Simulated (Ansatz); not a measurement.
**Ru3: single-point calculation**

- system: Ru3
- method: RKS r2SCAN-d4/def2-TZVP (Ansatz 0.2.0)

Some settings of this run were made unusual or wrong on purpose. The geometry comes from this level: r2SCAN-D4/def2-TZVP. Figures and captions count atoms from 1; the log counts them from 0 in places.

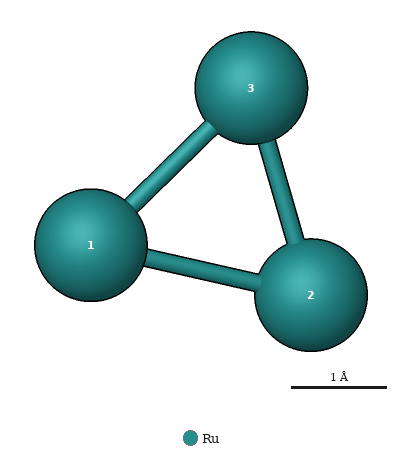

**Figure 1.** The structure as given in the input (ball-and-stick view, seen at a tilt; atoms are numbered from 1 in the order of the input). Sticks mark near contacts. Bond lengths as drawn: Ru–Ru 2.30 to 2.47 Å.

**The input**
```yaml
crystal:
  periodic: [false, false, false]
  atoms:
    - {symbol: Ru, position_ang: [-0.190998, -0.135671, 0.114878]}
    - {symbol: Ru, position_ang: [-2.634210, 0.202844, -0.020531]}
    - {symbol: Ru, position_ang: [-1.767340, -1.923518, 0.052306]}
basis:
  gaussian: {orbitals: def2-TZVP, final_grid: {core_spheres: 1, valence_spheres: 1, degree: 5}}
hamiltonian: {xc: {name: r2SCAN}}
scf: {lower_state_search: off}
output: {forces: true}
```

Machine: 4 threads of Arm Neoverse V2, 23 GiB of memory available, shared host.

Run as:
```bash
ansatz run in.yaml --threads 4 --pin off --events-out ev --progress --plain --max-ram 3916MiB
```

**The program's output**
```
Functional definition: r2SCAN
  name "r2SCAN"
  cite "Furness, Kaplan, Ning, Perdew & Sun, J. Phys. Chem. Lett. 11, 8208 (2020) doi:10.1021/acs.jpclett.0c02405"
  cite "Furness, Kaplan, Ning, Perdew & Sun, J. Phys. Chem. Lett. 11, 9248 (2020) doi:10.1021/acs.jpclett.0c03077"
  parent r2scan
  parameter k0 = 0.174
  parameter k1 = 0.065
  parameter a1 = 4.9479
  exchange = r2scan_x(k0 = k0, k1 = k1, a1 = a1)
  correlation = r2scan_c
these checks for a lower state are left out or cut short: stability, starts, cluster_reference, orbital_swaps, neighbouring_geometries, increment
1062 factors; their error is unknown
mean field evaluation 1: about -7729.2867 eV, gradient 9.2e1 eV
mean field evaluation 2: about -7105.9187 eV, gradient 3.9e2 eV
mean field evaluation 4: about -7702.3812 eV, gradient 1.5e2 eV
mean field evaluation 8: about -7743.3737 eV, gradient 3.3e1 eV
mean field evaluation 16: about -7709.3046 eV, gradient 1.3e1 eV
mean field evaluation 32: about -7710.8747 eV, gradient 7.7e0 eV
mean field -7710.03470125 eV, -283.3385492216 hartree, gradient 1.5e-6 eV, S^2 0.000000; 0 other end points of the search recorded, 0 dependent functions left out
the calculation of the forces begins
reference -7710.03475878 eV, -283.3385513359 hartree; 24, 24 occupied and 96, 96 virtual orbitals, 1062 factors
Total energy: -7710.03475878 eV, -283.3385513359 hartree
Atom 0 at    -0.190998    -0.135671     0.114878 Å, force   -18.064301    -7.326664    -0.879698 eV/Å
Atom 1 at    -2.634210     0.202844    -0.020531 Å, force    14.232923   -10.979118     0.900133 eV/Å
Atom 2 at    -1.767340    -1.923518     0.052306 Å, force     3.831378    18.305782    -0.020434 eV/Å
Dipole moment:     0.047496     0.068195     0.001708 e Å
Checks for a lower state left out: stability, starts, cluster_reference, orbital_swaps, neighbouring_geometries, increment
```

**What the run reported**

- outcome: converged
- total energy: −7710.0348 eV
- largest force (length of the vector): 19.513 eV/Å
- dipole moment: 0.40 D
- wall time: 5.5 s (CPU time 19 s)
- peak memory: 0.27 GiB

**What went wrong**

This input holds a deliberate fault: grid. The program still converged, but the numbers can't be taken as results for the intended system.
